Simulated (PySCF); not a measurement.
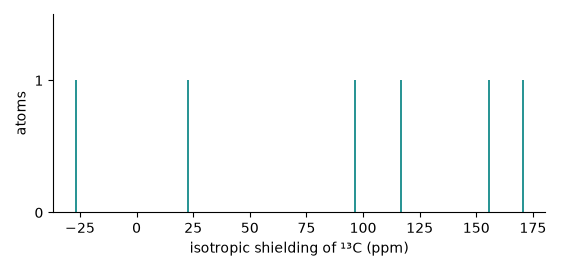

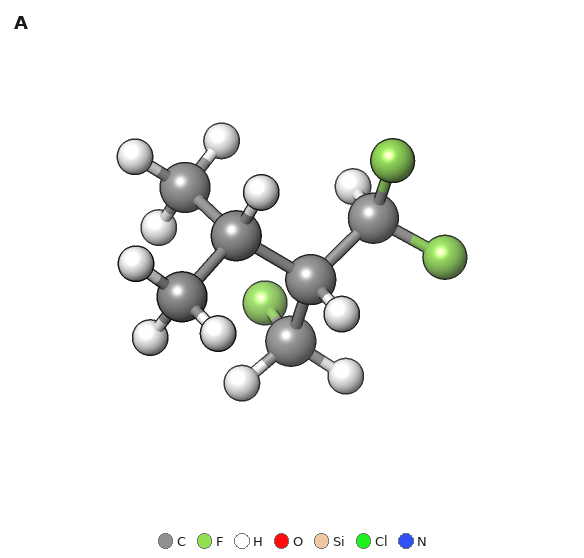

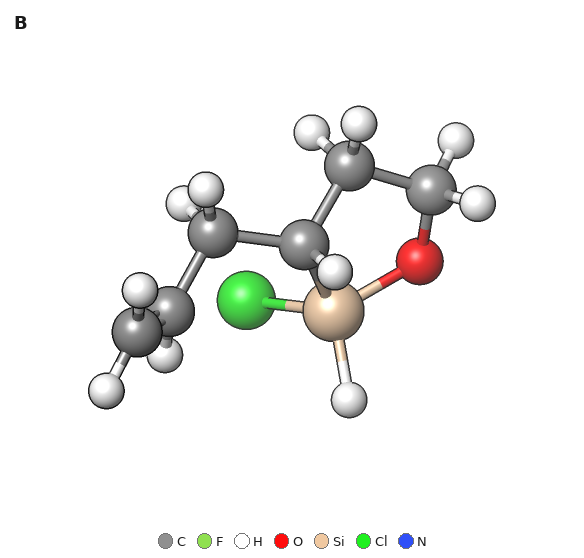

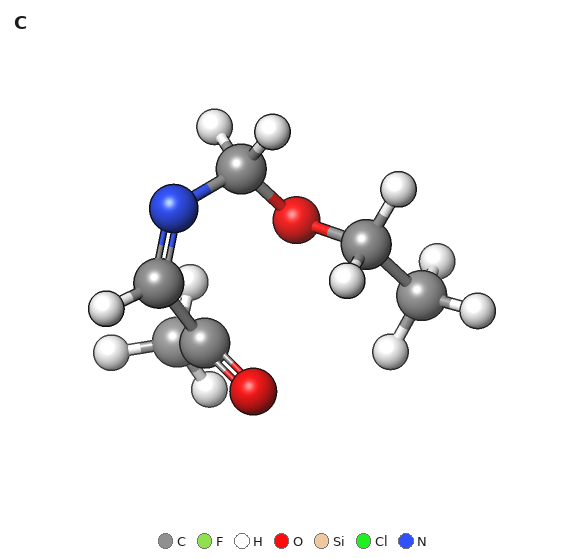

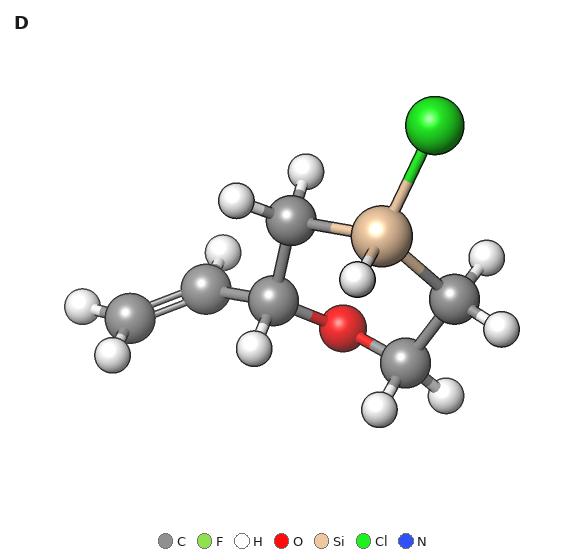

The sticks are computed shieldings of one of the molecules, for one fixed geometry (GFN2-xTB) without averaging over rotations. Low shielding means a high chemical shift. Method: GIAO PBE0/pcSseg-1 NMR shielding, non-relativistic, gas phase (PySCF 2.14.0).

Question: Which molecule gives this pattern?

Answer: C, `CCOC/N=C\C(C)=O`. Its 6 C atoms give lines at −27.0, 22.6, 96.5, 116.8, 155.8, 170.4 ppm.
